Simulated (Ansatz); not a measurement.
CH7BO2Si

The calculation's input:

```
crystal:
  periodic: [false, false, false]
  atoms:
    - { symbol: O, position_ang: [-1.4194, 1.8348, 1.1676] }
    - { symbol: C, position_ang: [-0.6205, 0.7753, 1.0181] }
    - { symbol: B, position_ang: [-0.1556, 0.6834, -0.5028] }
    - { symbol: O, position_ang: [-0.3756, -0.4787, -1.3073] }
    - { symbol: Si, position_ang: [-1.83658, -0.38524, -2.12243] }
    - { symbol: H, position_ang: [-1.7414, 1.9136, 2.1083] }
    - { symbol: H, position_ang: [0.2974, 0.8988, 1.6819] }
    - { symbol: H, position_ang: [-1.1176, -0.139, 1.2822] }
    - { symbol: H, position_ang: [0.4562, 1.6107, -0.9326] }
    - { symbol: H, position_ang: [-2.91352, -0.28997, -1.13744] }
    - { symbol: H, position_ang: [-1.84817, 0.85457, -2.97718] }
    - { symbol: H, position_ang: [-2.04407, -1.52421, -2.97238] }
basis:
  gaussian: { orbitals: def2-SVP }
hamiltonian:
  xc: pbe0
relax:
  f_tol: 0.015
  max_steps: 40
output:
  orbitals: {}
```

Command:

```sh
ansatz run input.yaml --threads 2 --pin off --max-ram 3072MiB --backend cpu --events-out ev --progress --plain --runs-dir out
```

The fields are those of the relaxed geometry.

These are results of RKS PBE0/def2-SVP in Ansatz, not measurements.

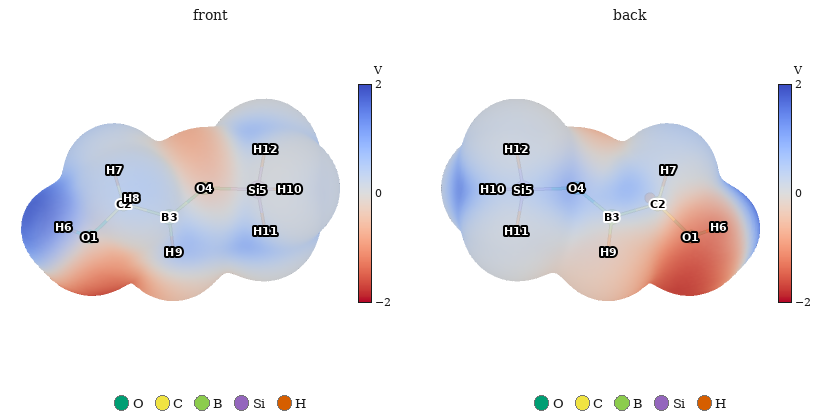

Figure 1. The molecular electrostatic potential painted on the density surface at 0.001 e/bohr³, seen from the front and from behind; the colour scale runs from red (negative) to blue (positive).

**Describe the electrostatic potential map.**

The most negative region (about −1.7 V) lies over O1, the most positive (about +1.7 V) over H6. O1 is the likeliest acceptor of a hydrogen bond.

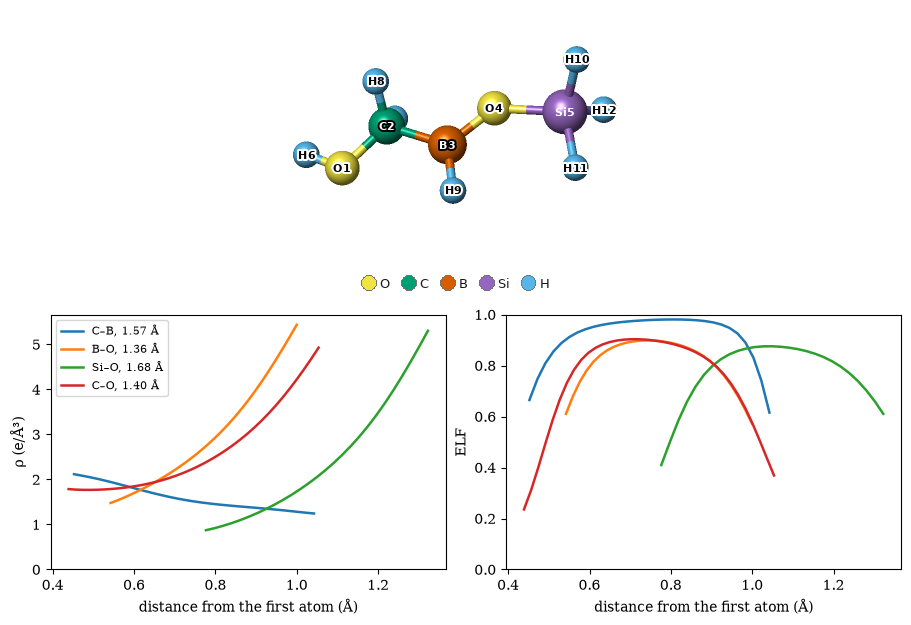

Figure 2. Electron density and electron localisation function along straight lines between neighbouring atoms. The curves leave out the atomic cores. The structure is drawn too.

**What kind of bonding do the profiles show?**

C–B (1.57 Å): ρ is about 1.5 e/Å³ halfway; the ELF peaks at about 1 between the atoms; a shared electron pair.
B–O (1.36 Å): ρ at the midpoint is about 2.1 e/Å³; the ELF peaks at about 0.90 between the atoms; a shared but strongly polarised pair.
Si–O (1.68 Å): ρ at the midpoint is about 1 e/Å³; the ELF peaks at about 0.90 between the atoms; a shared but strongly polarised pair.
C–O (1.40 Å): ρ is about 2.1 e/Å³ halfway, with its minimum of 1.8 e/Å³ about 0.5 Å from C; the ELF peaks at about 0.90 between the atoms; a shared but strongly polarised pair.

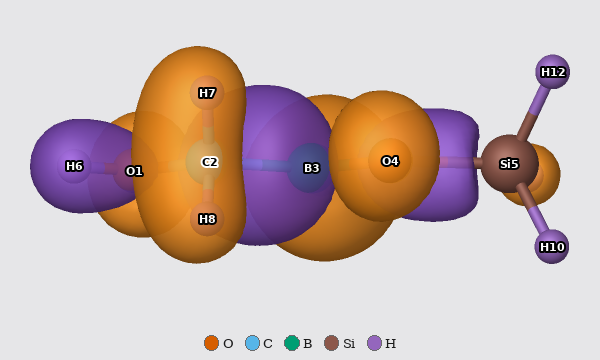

Figure 3. The HOMO−1 at ±0.08 Å⁻³ᐟ² (orange and purple are the two phases), seen from one side.

**What is the character of this orbital?**

It lies mainly on C2 (about 25 %), B3 (about 20 %), O4 (about 15 %), H9 (about 15 %) and O1 (about 10 %). Its energy is −7.96 eV.
